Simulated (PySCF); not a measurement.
C4H8AsNSi (SMILES [AsH2][SiH2]n1cccc1)

Input

```
{"job": {"kind": "uv", "xc": "PBE0", "basis": "def2-SVPD", "nstates": 8, "ntriplets": 3}, "charge": 0, "multiplicity": 1}
As     2.825660    -0.065062    -0.740087
Si     1.327803    -0.621443     0.955634
N     -0.284152    -0.199518     0.404397
C     -1.147297    -1.011882    -0.276581
C     -2.248769    -0.300299    -0.644163
C     -2.058601     1.020227    -0.174617
C     -0.850770     1.043876     0.454229
H      4.008035    -0.238346     0.170729
H      2.781900     1.390145    -0.378611
H      1.258964    -2.066325     1.214700
H      1.467831     0.075537     2.242570
H     -0.903351    -2.044420    -0.436465
H     -3.100320    -0.667793    -1.182844
H     -2.738417     1.841982    -0.289933
H     -0.342930     1.851311     0.946888
```

Command:

```sh
OMP_NUM_THREADS=1 python probes_run.py task.json out
```

Geometry: GFN2-xTB.

Theory: PBE0/def2-SVPD, SCF density, gas phase (PySCF).

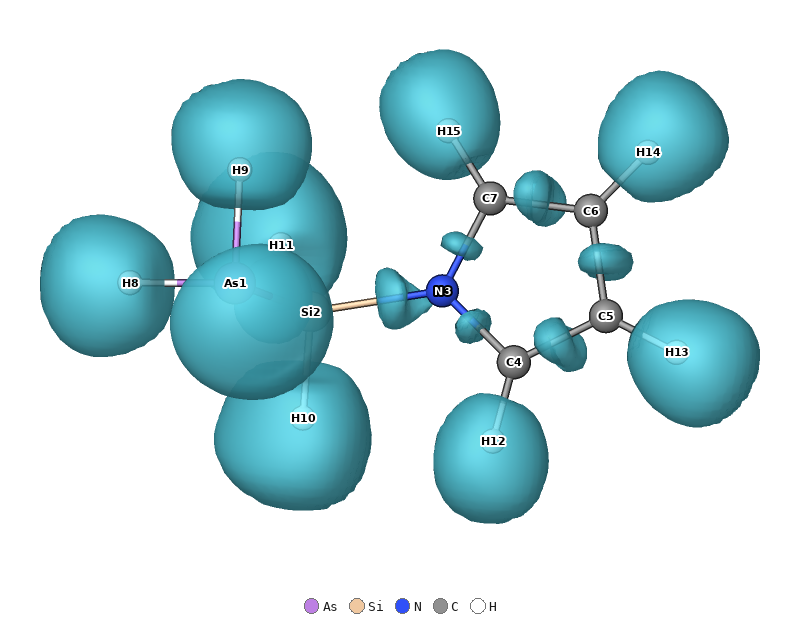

Figure 1. Isosurface of the electron localisation function at 0.85 (cyan), seen across its widest extent. Core shells and regions of very low density are left out.

### Where are the electrons localised?

The surface consists of one region between bonded As–Si atoms (shared pairs), three regions between bonded C–C atoms (shared pairs), two regions between bonded C–N atoms (shared pairs), one region between bonded N–Si atoms (shared pairs), eight regions around hydrogen nuclei and one lobe on As, pointing away from the bonds (lone pairs).


C–C (1.36 Å): the ELF peaks at about 0.95 between the atoms (localised, covalent bonding). C–N (1.37 Å): the ELF peaks at about 0.90 between the atoms: localised, covalent bonding.

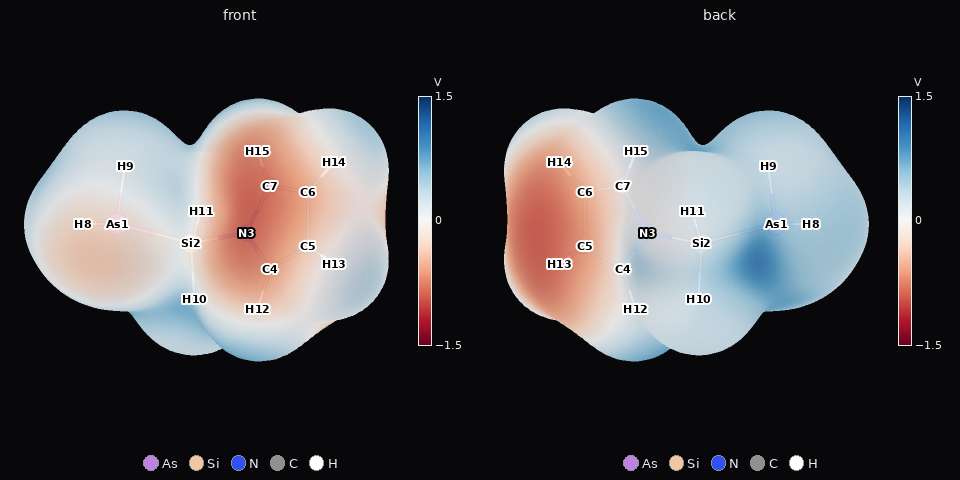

Figure 2. The molecular electrostatic potential painted on the density surface at 0.001 e/bohr³, seen from the front and from behind; red is negative and blue positive.

### Describe the electrostatic potential map.

The most negative region (about −0.9 V, or −21 kcal/mol for a unit charge) lies over the π face of C5 and C6, the most positive (about +1.0 V, or +23 kcal/mol for a unit charge) over Si2.

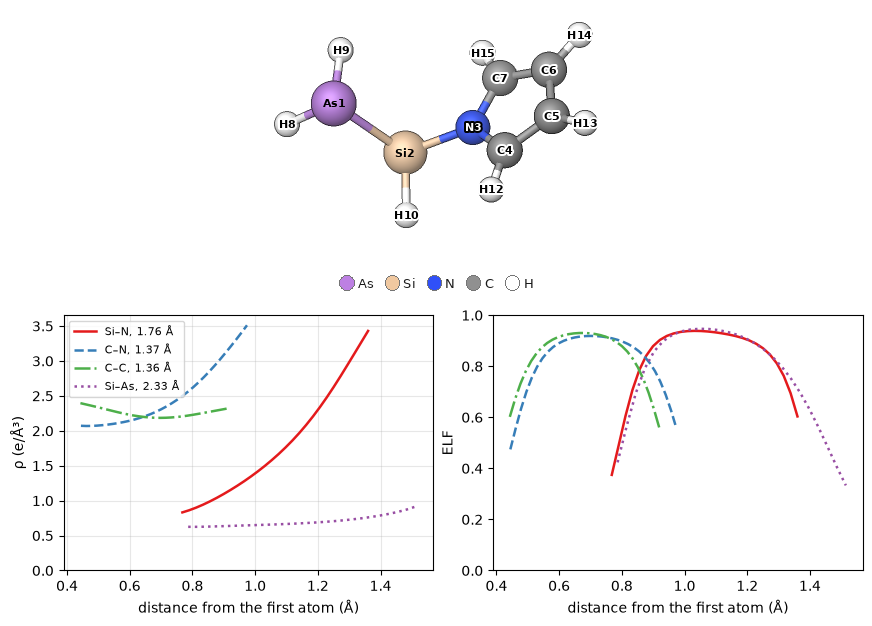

Figure 3. Total electron density and ELF along straight lines between neighbouring atoms. The curves leave out the atomic cores. The structure is drawn too.

### Compare the contacts.

Si–N (1.76 Å): ρ is about 1 e/Å³ halfway; the ELF peaks at about 0.95 between the atoms; a polar covalent bond.
C–N (1.37 Å): the density is about 2.3 e/Å³ at the midpoint; the ELF peaks at about 0.90 between the atoms: a covalent bond.
C–C (1.36 Å): the density is about 2.2 e/Å³ at the midpoint; the ELF peaks at about 0.95 between the atoms, as expected for localised, covalent bonding.
Si–As (2.33 Å): ρ at the midpoint is about 0.68 e/Å³; the ELF peaks at about 0.95 between the atoms: localised, covalent bonding.
